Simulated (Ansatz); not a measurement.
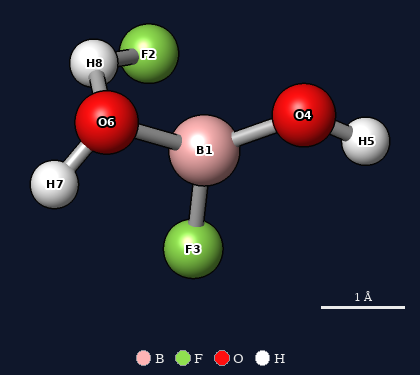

Figure 1. The structure (ball-and-stick view, seen at a tilt; atoms are numbered from 1 in the order of the input). Bond lengths as drawn: B–F 1.36 Å, B–O 1.37 to 1.52 Å, F–H 1.16 Å and H–O 0.97 to 1.24 Å.

Frequency calculation of BH₃O₂F₂

The run: frequency calculation of BH₃O₂F₂. Method and program: RKS PBE/def2-SVP (Ansatz 0.2.0).

It belongs to a series of runs on one base structure; here: vibrations at the highest image of the band. Figures and captions count atoms from 1; the log counts them from 0 in places.

**The input**
```yaml
crystal:
  periodic: [false, false, false]
  atoms:
    - { symbol: B, position_ang: [-0.127515, 0.250207, 0.159431] }
    - { symbol: F, position_ang: [-0.314131, -0.267533, 1.775447] }
    - { symbol: F, position_ang: [1.064944, -0.26866, -0.241828] }
    - { symbol: O, position_ang: [-1.281533, 0.06184, -0.553147] }
    - { symbol: H, position_ang: [-1.28255, -0.796336, -1.009459] }
    - { symbol: O, position_ang: [-0.017147, 1.641044, 0.76016] }
    - { symbol: H, position_ang: [0.908615, 1.945245, 0.690967] }
    - { symbol: H, position_ang: [-0.159082, 0.88409, 1.735329] }
basis:
  gaussian: { orbitals: def2-SVP }
hamiltonian:
  xc: pbe
phonons: {}
```

Run on 2 threads of AMD EPYC (Zen 5), 32 GiB of memory available, shared host.

Command:
```bash
ansatz run input.yaml --threads 2 --pin off --max-ram 3072MiB --backend cpu --events-out ev --progress --plain --runs-dir out
```

**Output**
```
Engine: ansatz 0.2.0, x86_64-unknown-linux-gnu
Functional definition: PBE
  parameter kappa = 0.804
  parameter beta = 0.06672455060314922
  exchange = pbe_x(kappa = kappa, mu = beta*pi^2/3)
  correlation = pbe_c(beta = beta)
910 factors; their error is unknown
mean field evaluation 1: about -10230.5301 eV, gradient 7.1e1 eV
mean field evaluation 2: about -10211.0805 eV, gradient 1.2e2 eV
mean field evaluation 4: about -10238.6302 eV, gradient 5.9e0 eV
mean field evaluation 8: about -10238.6813 eV, gradient 1.7e-1 eV
mean field evaluation 16: about -10238.6439 eV, gradient 1.4e-4 eV
mean field -10238.64393272 eV, -376.2632245254 hartree, gradient 3.3e-5 eV, S^2 0.000000; 0 other end points of the search recorded, 0 dependent functions left out
the calculation of the forces begins
reference -10238.64396005 eV, -376.2632255297 hartree; 21, 21 occupied and 64, 64 virtual orbitals, 910 factors
these checks for a lower state are left out or cut short: stability, starts, cluster_reference, orbital_swaps, neighbouring_geometries, increment
910 factors; their error is unknown
mean field -10238.64375429 eV, -376.2632179683 hartree, gradient 1.3e-6 eV, S^2 0.000000; 0 other end points of the search recorded, 0 dependent functions left out
[... from here on the field's lines of each further geometry are left out, up to the last ...]
the calculation of the forces begins
reference -10238.64392777 eV, -376.2632243435 hartree; 21, 21 occupied and 64, 64 virtual orbitals, 910 factors
these checks for a lower state are left out or cut short: stability, starts, cluster_reference, orbital_swaps, neighbouring_geometries, increment
910 factors; their error is unknown
mean field -10238.64390045 eV, -376.2632233395 hartree, gradient 1.6e-6 eV, S^2 0.000000; 0 other end points of the search recorded, 0 dependent functions left out
the calculation of the forces begins
reference -10238.64392777 eV, -376.2632243435 hartree; 21, 21 occupied and 64, 64 virtual orbitals, 910 factors
WARN: phonons: modes at or below zero, which the zero-point energy, F, S and C_V leave out: 1, the lowest at -778.20 cm⁻¹. A minimum has none, and a first-order saddle one
Total energy: -10238.64396005 eV, -376.2632255297 hartree
Atom 0 at    -0.127515     0.250207     0.159431 Å, force    -0.000051     0.000005    -0.000157 eV/Å
Atom 1 at    -0.314131    -0.267533     1.775447 Å, force     0.000088     0.000155     0.000160 eV/Å
Atom 2 at     1.064944    -0.268660    -0.241828 Å, force     0.000068    -0.000032    -0.000018 eV/Å
Atom 3 at    -1.281533     0.061840    -0.553147 Å, force     0.000212     0.000075     0.000125 eV/Å
Atom 4 at    -1.282550    -0.796336    -1.009459 Å, force    -0.000162    -0.000036    -0.000101 eV/Å
Atom 5 at    -0.017147     1.641044     0.760160 Å, force    -0.000013    -0.000062    -0.000016 eV/Å
Atom 6 at     0.908615     1.945245     0.690967 Å, force    -0.000033     0.000020     0.000035 eV/Å
Atom 7 at    -0.159082     0.884090     1.735329 Å, force    -0.000110    -0.000126    -0.000028 eV/Å
Dipole moment:     0.241757     0.171498    -0.009604 e Å
Vibrations: -778.20 269.88 311.88 383.57 399.89 432.67 485.68 638.33 743.43 909.35 943.99 1056.48 1241.10 1261.96 1414.37 1917.73 3712.34 3783.68 cm⁻¹, zero-point energy 1.234034 eV
```

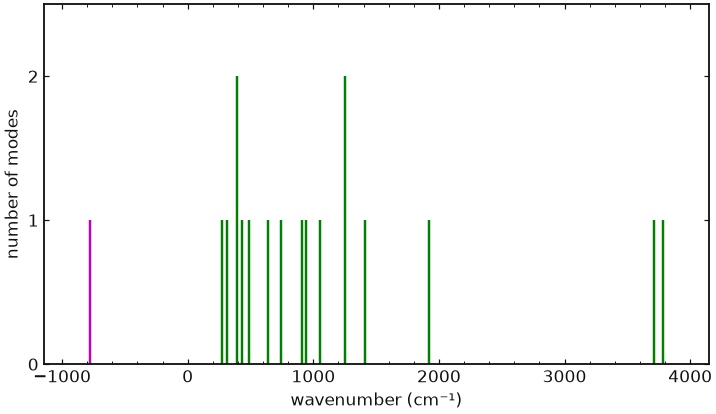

Figure 2. Harmonic vibrational wavenumbers from the force constants; neighbouring modes closer than 21 cm⁻¹ are counted in one stick, and imaginary ones are drawn at negative wavenumbers. 18 modes from 778i to 3784 cm⁻¹, 1 imaginary beyond 8i (778i cm⁻¹): a first-order saddle point, if the geometry is stationary.

**Summary**

| quantity | value |
| --- | --- |
| outcome | converged |
| total energy | −10238.6440 eV |
| mean-field energy | −10238.6440 eV |
| largest force (length of the vector) | under 0.001 eV/Å |
| wall time | 14 s (CPU time 26 s) |
| peak memory | 0.13 GiB |
